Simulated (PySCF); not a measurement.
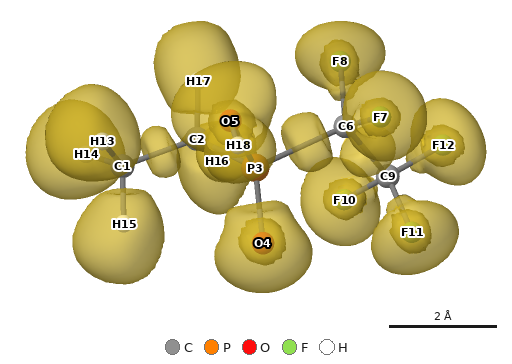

The picture shows: C4H6F5O2P. Isosurface of the electron localisation function at 0.75 (yellow), seen from one side. Only the valence region is drawn (cores and ρ < 0.01 e/Å³ removed).

Geometry: GFN2-xTB.

Theory: PBE0/pcSseg-1, SCF density, gas phase, non-relativistic (PySCF).

Input

```
{"job": {"kind": "nmr", "xc": "PBE0", "basis": "pcSseg-1"}, "charge": 0, "multiplicity": 1}
C      2.554249    -0.530905     0.262672
C      1.074685    -0.713011     0.573365
P      0.173483     0.626960    -0.277748
O      0.272801     0.788530    -1.723572
O      0.582727     1.931971     0.539298
C     -1.642719     0.434178     0.251144
F     -2.236376     1.646599     0.195840
F     -1.772958    -0.010514     1.519994
C     -2.339950    -0.535104    -0.702703
F     -1.530938    -1.587467    -0.901565
F     -2.576480     0.027521    -1.877310
F     -3.492370    -1.010665    -0.235078
H      2.918860     0.402503     0.686163
H      3.133658    -1.351892     0.678135
H      2.707004    -0.503304    -0.814538
H      0.714271    -1.670557     0.197460
H      0.880223    -0.648179     1.643641
H      0.571071     2.709652    -0.026855
```

Command:

```sh
OMP_NUM_THREADS=1 python probes_run.py task.json out
```

What do the ELF domains correspond to?

At this value the surface marks out two regions between bonded C–C atoms (shared pairs), two regions between bonded C–P atoms (shared pairs), five regions around hydrogen nuclei, five regions on F in which the atom's valence shell and bonds are merged, one region wrapped around O (its lone pairs, merged into a ring or cap) and one joined region spread over several atoms (H, O), in which their bonds and any lone pairs are merged. Profiles from the grid: C–F (1.32 Å): the ELF peaks at about 0.85 between the atoms: a polar covalent bond. P–O (1.46 Å): the ELF peaks at about 0.80 between the atoms (a polar covalent bond).
